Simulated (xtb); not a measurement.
**Run report: CH$_{7}$NSi$_{2}$, geometry relaxation (part 1 of 2)**

System: CH$_{7}$NSi$_{2}$, SMILES CN1[SiH2][SiH2]1.
Method: GFN-FF, ALPB solvent woctanol (xtb 6.7.1).

The starting geometry was optimised with GFN2-xTB.

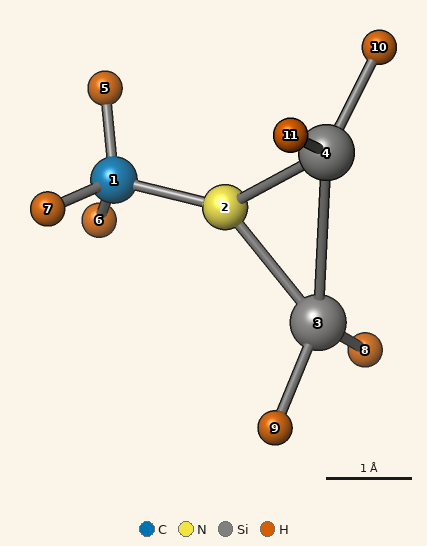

Figure 1. The starting structure (ball-and-stick view, seen at a tilt; atoms are numbered from 1 in the order of the input). Bond lengths as drawn: C–H 1.09 to 1.10 Å, C–N 1.43 Å, H–Si 1.47 Å, N–Si 1.75 Å and Si–Si 2.28 Å.

**Input (mol.xyz)**
```
11

C     -0.61930     1.37741    -0.33212
N     -0.11451     0.07002    -0.04048
Si     0.19549    -0.93704     1.35290
Si     0.75966    -1.21222    -0.83946
H     -0.99443     1.41813    -1.35750
H     -1.43811     1.62579     0.34710
H      0.15685     2.14631    -0.22377
H     -1.02240    -1.40843     2.02159
H      1.09033    -0.37820     2.37470
H     -0.01953    -1.89108    -1.88097
H      2.07136    -0.86779    -1.40140
```

Run on 1 thread of Intel Xeon (Granite Rapids), 128 GiB of memory available, shared host.

Launched with:
```bash
xtb mol.xyz --alpb woctanol bar1M --wbo --gfnff --bhess | tee mol.out
```

**The program's output**
```
* xtb version 6.7.1
   ID    Z sym.   atoms
    1    6 C      1
    2    7 N      2
    3   14 Si     3, 4
    4    1 H      5-11

           -------------------------------------------------
          |                Calculation Setup                |
           -------------------------------------------------

          program call               : xtb mol.xyz --alpb woctanol bar1M --wbo --gfnff --bhess
          coordinate file            : mol.xyz
          omp threads                :                     1

          ==================== Thresholds ====================
          CN  :   150.00000
          rep :   500.00000
          disp:  2500.00000
          HB1 :   250.00000
          HB2 :   450.00000

          Pauling EN used:
          Z : 1  EN :  2.20
          Z : 6  EN :  2.55
          Z : 7  EN :  3.04
          Z :14  EN :  1.90
          electric field strengths (au): 0.000

           -------------------------------------------------
          |           Force Field Initialization            |
           -------------------------------------------------

          distances ...
          ----------------------------------------
          generating topology and atomic info file ...
          pair mat ...
          computing topology distances matrix with Floyd-Warshall algo ...
          making topology EEQ charges ...
          #fragments for EEQ constrain: 1
          ----------------------------------------
          generating topology and atomic info file ...
          pair mat ...
          computing topology distances matrix with Floyd-Warshall algo ...
          making topology EEQ charges ...
          #fragments for EEQ constrain: 1
          rings ...
          # BATM   58
          # H in HB   4

  atom   neighbors  erfCN metchar sp-hybrid imet pi  qest     coordinates
    1  C       4    3.49   0.00         3    0    0  -0.015   -1.170307    2.602928   -0.627616
    2  N       3    2.78   0.00         3    0    0  -0.203   -0.216393    0.132319   -0.076496
    3  Si      4    3.46   0.03         3    0    0   0.082    0.369423   -1.770749    2.556610
    4  Si      4    3.46   0.03         3    0    0   0.082    1.435549   -2.290764   -1.586349
    5  H       1    0.97   0.00         0    0    0   0.025   -1.879200    2.679877   -2.565303
    6  H       1    0.97   0.00         0    0    0   0.025   -2.717634    3.072298    0.655924
    7  H       1    0.97   0.00         0    0    0   0.025    0.296404    4.055938   -0.422864
    8  H       1    0.96   0.01         0    0    0  -0.005   -1.932056   -2.661547    3.820251
    9  H       1    0.96   0.01         0    0    0  -0.005    2.060425   -0.714694    4.487533
   10  H       1    0.96   0.01         0    0    0  -0.005   -0.036906   -3.573623   -3.554518
   11  H       1    0.96   0.01         0    0    0  -0.005    3.914303   -1.639885   -2.648262

          #atoms :   11
          #bonds :   11
          #angl  :   21
          #tors  :   25
          #nmol  :   1
          #optfrag :   1
           -------------------------------------------------
          |                   G F N - F F                   |
          |          A general generic force-field          |
          |                  Version 1.0.3                  |
           -------------------------------------------------
      * Solvation model:               ALPB
        Solvent                        woctanol
        Parameter file                 internal GFN-FF/ALPB
        Dielectric constant                9.8629E+00
        Reference state                gsolv [1 bar gas/1 M solution]
        Free energy shift                  5.5639E-03 Eh       3.4914E+00 kcal/mol
        Temperature                        2.9815E+02 K
        Density                            8.3000E-01 kg/L
        Solvent mass                       1.3023E+02 g/mol
        Interaction kernel             P16
        Born radius scaling (c1)           1.7093E+00
        Born radii integrator          GBOBC
        Born offset                        0.0000E+00 a0       0.0000E+00 AA
        H-bond correction              true
        Ion screening                  false
        Surface tension                    1.0000E-05 Eh       1.5569E+01 dyn/cm
        Grid points                               230 per atom
          Number of HB bonds (bound hydrogen)     48
          Number of HB bonds (unbound hydrogen)   0
          Number of XB bonds                      0

 E+G (total)                   0 d,  0 h,  0 min,  0.000 sec
 distance/D3 list               ...        0 min,  0.000 sec (  0.495%)
 non bonded repulsion           ...        0 min,  0.000 sec (  5.656%)
 dCN                            ...        0 min,  0.000 sec (  2.029%)
 EEQ energy and q               ...        0 min,  0.000 sec ( 14.371%)
 D3                             ...        0 min,  0.000 sec (  4.900%)
 EEQ gradient                   ...        0 min,  0.000 sec (  8.155%)
 bonds                          ...        0 min,  0.000 sec (  3.632%)
 bend and torsion               ...        0 min,  0.000 sec (  6.615%)
 bonded ATM                     ...        0 min,  0.000 sec (  3.052%)
 HB/XB (incl list setup)        ...        0 min,  0.000 sec (  5.932%)
 GBSA                           ...        0 min,  0.000 sec ( 49.357%)

         :::::::::::::::::::::::::::::::::::::::::::::::::::::
         ::                     SUMMARY                     ::
         :::::::::::::::::::::::::::::::::::::::::::::::::::::
         :: total energy              -1.325467748028 Eh    ::
         :: total w/o Gsolv           -1.325667326165 Eh    ::
         :: total w/o Gsasa/hb        -1.325640475024 Eh    ::
         :: gradient norm              0.071669010478 Eh/a0 ::
         ::.................................................::
         :: bond energy               -1.417408360672 Eh    ::
         :: angle energy               0.048629031107 Eh    ::
         :: torsion energy             0.010513003284 Eh    ::
         :: repulsion energy           0.051285347635 Eh    ::
         :: electrostat energy        -0.013121107285 Eh    ::
         :: dispersion energy         -0.005567116486 Eh    ::
         :: HB energy                  0.000000000000 Eh    ::
         :: XB energy                  0.000000000000 Eh    ::
         :: bonded atm energy          0.000001876250 Eh    ::
         :: external energy            0.000000000000 Eh    ::
         :: -> Gsolv                   0.000199578138 Eh    ::
         ::    -> Gborn                0.000026851142 Eh    ::
         ::    -> Gsasa               -0.005193930445 Eh    ::
         ::    -> Ghb                 -0.000197229062 Eh    ::
         ::    -> Gshift               0.005563886504 Eh    ::
         :: add. restraining           0.000000000000 Eh    ::
         :: total charge              -0.000000000000 e     ::
         :::::::::::::::::::::::::::::::::::::::::::::::::::::

metadynamics with 1 initial structures loaded
           -------------------------------------------------
          |           Optimal kpush determination           |
           -------------------------------------------------
      -----------------------------------------------------------
     |                   =====================                   |
     |                        A N C O P T                        |
     |                   =====================                   |
     |               Approximate Normal Coordinate               |
     |                Rational Function Optimizer                |
      -----------------------------------------------------------
target rmsd / Å         0.100000
unbiased initial rmsd   0.514643

iter. min.        max.        rmsd       kpush
      -----------------------------------------------------------
     |                   =====================                   |
     |                        A N C O P T                        |
     |                   =====================                   |
     |               Approximate Normal Coordinate               |
     |                Rational Function Optimizer                |
      -----------------------------------------------------------
 1    0.000000    0.500000    0.053445   -0.250000
      -----------------------------------------------------------
     |                   =====================                   |
     |                        A N C O P T                        |
     |                   =====================                   |
     |               Approximate Normal Coordinate               |
     |                Rational Function Optimizer                |
      -----------------------------------------------------------
 2    0.000000    0.250000    0.086423   -0.125000
      -----------------------------------------------------------
     |                   =====================                   |
     |                        A N C O P T                        |
     |                   =====================                   |
     |               Approximate Normal Coordinate               |
     |                Rational Function Optimizer                |
      -----------------------------------------------------------
 3    0.000000    0.125000    0.146699   -0.062500
      -----------------------------------------------------------
     |                   =====================                   |
     |                        A N C O P T                        |
     |                   =====================                   |
     |               Approximate Normal Coordinate               |
     |                Rational Function Optimizer                |
      -----------------------------------------------------------
 4    0.062500    0.125000    0.106685   -0.093750
      -----------------------------------------------------------
     |                   =====================                   |
     |                        A N C O P T                        |
     |                   =====================                   |
     |               Approximate Normal Coordinate               |
     |                Rational Function Optimizer                |
      -----------------------------------------------------------
 5    0.093750    0.125000    0.095288   -0.109375
      -----------------------------------------------------------
     |                   =====================                   |
     |                        A N C O P T                        |
     |                   =====================                   |
     |               Approximate Normal Coordinate               |
     |                Rational Function Optimizer                |
      -----------------------------------------------------------
 6    0.093750    0.109375    0.100677   -0.101562
final kpush: -0.101562
           -------------------------------------------------
          |            Biased Numerical Hessian             |
           -------------------------------------------------
kpush                :  -0.10156
alpha                :   1.00000
step length          :   0.00500
SCC accuracy         :   0.30000
Hessian scale factor :   1.00000
frozen atoms in %    :   0.00000    0
RMS gradient         :   0.00054
estimated CPU  time      0.00 min

writing file <hessian>.

 projected vibrational frequencies (cm⁻¹)
eigval :       -0.00    -0.00    -0.00    -0.00    -0.00     0.00
eigval :      -90.06   175.20   378.60   192.97   345.44   286.15
eigval :      209.59   497.17    95.02   646.05   520.25   479.14
eigval :      652.38   673.80   987.65   905.85   906.19  1306.81
eigval :     1300.92  1345.47  2133.72  2140.81  2135.11  2139.10
eigval :     2943.93  3010.75  3013.34
           -------------------------------------------------
          |                Property Printout                |
           -------------------------------------------------

molecular dipole:
                 x           y           z       tot (Debye)
 q only:        0.110      -0.120       0.046       0.431
Molecule has the following symmetry elements: (sigma)
It seems to be the Cs point group
           -------------------------------------------------
          |                Geometry Summary                 |
           -------------------------------------------------

      molecular mass/u    :       89.2440218
   center of mass at/Å    :        0.2322942      -0.5637352       0.1292630
  moments of inertia/u·Å² :        0.9867490E+02   0.1188607E+03   0.2030573E+03
rotational constants/cm⁻¹ :        0.1708401E+00   0.1418268E+00   0.8301911E-01

 * 11 selected distances

     #   Z          #   Z                                           value/Å
     1   6 C        2   7 N                                       1.4724291
     2   7 N        3  14 Si                                      1.8149597
     2   7 N        4  14 Si                                      1.8134140
     3  14 Si       4  14 Si                                      2.2912316 (max)
     1   6 C        5   1 H                                       1.0897035
     1   6 C        6   1 H                                       1.0894981
     1   6 C        7   1 H                                       1.0892459 (min)
     3  14 Si       8   1 H                                       1.4595516
     3  14 Si       9   1 H                                       1.4588832
     4  14 Si      10   1 H                                       1.4595384
     4  14 Si      11   1 H                                       1.4589052

 * 5 distinct bonds (by element types)

   Z      Z             #   av. dist./Å        max./Å        min./Å
   1 H    6 C           3     1.0894825     1.0897035     1.0892459
   6 C    7 N           1     1.4724291     1.4724291     1.4724291
   1 H   14 Si          4     1.4592196     1.4595516     1.4588832
   7 N   14 Si          2     1.8141868     1.8149597     1.8134140
  14 Si  14 Si          1     2.2912316     2.2912316     2.2912316
```
